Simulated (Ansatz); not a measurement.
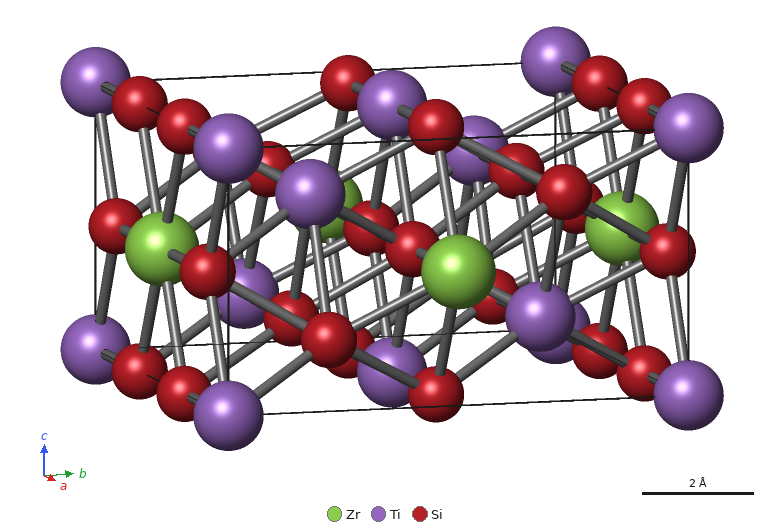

The image is a ball-and-stick drawing of a crystal, viewed slightly off an axis. One conventional unit cell is framed, with atoms on its boundary repeated.

ZrTi3Si8, space group C222 (No. 21), a = 8.393 Å, b = 8.679 Å, c = 4.886 Å, α = 90.00°, β = 90.00°, γ = 90.00°. Origin of the cell: a structure type filled with these elements by a generator (whether the compound takes this form wasn't checked). Earlier steps of the study may have refined or changed the cell and positions. A calculation with Ansatz used it as input.

This one geometry was computed with Ansatz (DFT, plane waves, PAW) at three levels of theory: r2SCAN, PBE and LDA.

Which level gives the highest pressure at this volume, and what does that say about its equilibrium volume?

Answer. Highest: PBE (0.0 GPa), which points to the largest equilibrium volume. Lowest, with the smallest volume: LDA (-6.6 GPa). Levels within 0.5 GPa of each other can't be told apart.

How does the band gap change with the level of theory?

Answer. All levels give a metal.

Collect the results in a table.

Answer.
| level | cutoff (eV) | k-mesh of the run's cell | gap (eV) | pressure (GPa) |
| --- | --- | --- | --- | --- |
| r2SCAN | 500 | 6×6×8 | metal | -1.8 |
| PBE | 420 | 6×6×8 | metal | 0.0 |
| LDA | 420 | 6×6×8 | metal | -6.6 |

Gaps are taken on the k-mesh or band path of each run.
